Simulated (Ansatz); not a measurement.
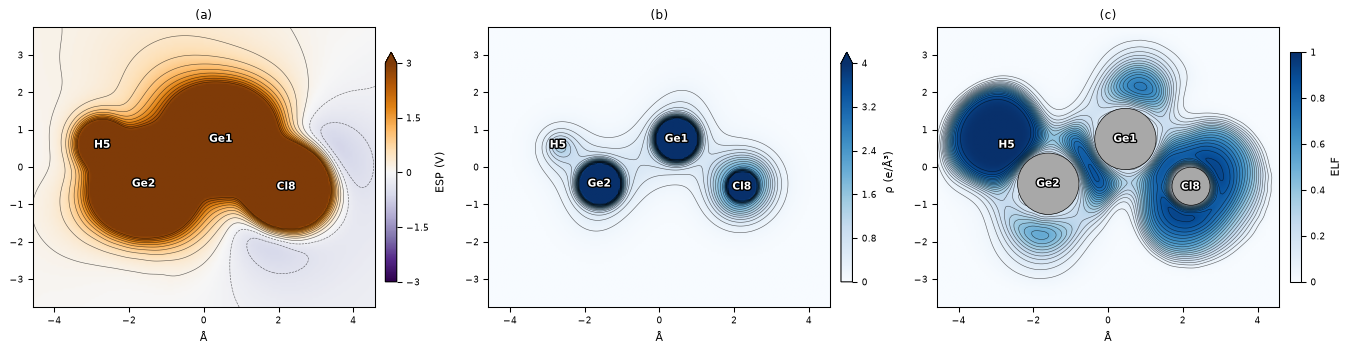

ClGe$_{2}$H$_{5}$. (a) electrostatic potential; (b) total electron density; (c) ELF on the plane of atoms Ge2, Ge1 and Cl8. Grey discs cover the atomic cores in the ELF map.

Not at a stationary point (largest force 0.9 eV/Å).

Level of theory: RKS BHLYP-D4/def2-SVP (Ansatz 0.2.0).

The calculation's input:

```
crystal:
  periodic: [false, false, false]
  atoms:
    - { symbol: Ge, position_ang: [0.0, 0.0, 0.0] }
    - { symbol: Ge, position_ang: [1.4273, 0.0, 2.1732] }
    - { symbol: H, position_ang: [0.0314, -0.4318, 2.6906] }
    - { symbol: H, position_ang: [2.4991, -0.9929, 2.6906] }
    - { symbol: H, position_ang: [1.7512, 1.4247, 2.6906] }
    - { symbol: H, position_ang: [1.7485, 0.0, 0.0731] }
    - { symbol: H, position_ang: [-0.73, 1.2648, -0.5162] }
    - { symbol: Cl, position_ang: [-1.0456, -1.8115, -0.7393] }
basis:
  gaussian: { orbitals: def2-SVP }
hamiltonian:
  xc: { name: BHLYP }
  dispersion: d4
relax:
  f_tol: 0.15
  max_steps: 25
  restrain:
    - { distance: [1, 5], at: 2.75, k: 30.0 }
    - { distance: [0, 1], at: 2.4, k: 30.0 }
    - { distance: [0, 5], at: 1.55, k: 30.0 }
output:
  orbitals: {}
```

Command:

```sh
ansatz run input.yaml --threads 2 --pin off --max-ram 3072MiB --backend cpu --events-out ev --progress --plain --runs-dir out
```

The fields are those of the run's last geometry, not of the input's.

Read the bonding off the picture.

Atoms in the plane: Ge, H and Cl. Ge–Cl (2.16 Å): the density is about 0.71 e/Å³ at the midpoint; the ELF peaks at about 0.85 in the valence shell of Cl, 0.8 Å from its nucleus, and is about 0.65 at the midpoint. Ge–Ge (2.39 Å): ρ is about 0.61 e/Å³ halfway; the ELF peaks at about 0.85 between the atoms, as expected for a covalent bond. Ge–H (1.53 Å): ρ is about 1 e/Å³ halfway; the ELF climbs to about 1 towards the hydrogen. The ELF also peaks beside Cl8, away from the bonds: lone-pair regions. Outside the dense part of the molecule the potential is most negative (−0.6 V) near Cl8.
